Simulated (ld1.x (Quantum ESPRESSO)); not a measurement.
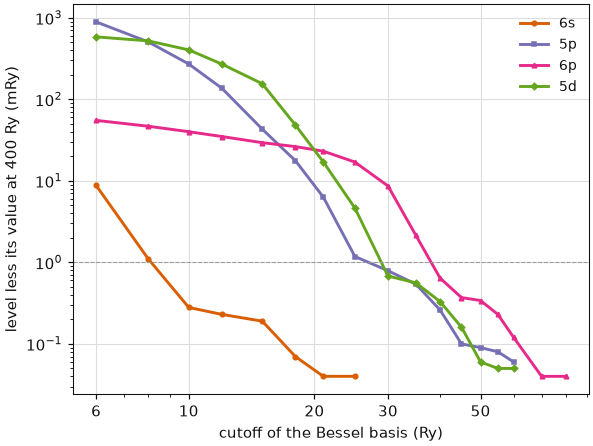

The pseudo-atom Hamiltonian at the reference potential is diagonalised in spherical Bessel functions (20 bohr box) up to the cutoff. Curves: distance of each valence level from its value at 400 Ry.

Ld1.x (Quantum ESPRESSO) 7.5 input:

```
 &input
   title='Au', zed=79., rel=1, dft='PZ', iswitch=3,
   config='[Xe] 4f14 5d10 6s1 6p0'
 /
 &inputp
   pseudotype=3, tm=.true., lloc=-2, rcloc=1.55,
   nlcc=.false.,
   which_augfun='PSQ', rmatch_augfun_nc=.true.
 /
6
6S  1  0   1.00   0.00  1.95  2.15  0.0
6S  1  0   0.00   3.60  1.95  2.15  0.0
5P  2  1   6.00   0.00  1.60  1.85  0.0
6P  3  1   0.00   0.00  1.60  1.85  0.0
5D  3  2  10.00   0.00  1.65  1.95  0.0
5D  3  2   0.00   0.30  1.65  1.95  0.0
 &test
   configts(1)='5p6 5d10 6s1 6p0'
 /
```

Q: From which cutoff is the occupation-weighted sum of levels good to 10 mRy, and to 1 mRy?

A: 35 Ry and 55 Ry, on the ladder of cutoffs that was run.

Q: At which cutoff does each level come within 1 mRy for good?

A: 6s: 10 Ry; 5p: 30 Ry; 6p: 40 Ry; 5d: 30 Ry.
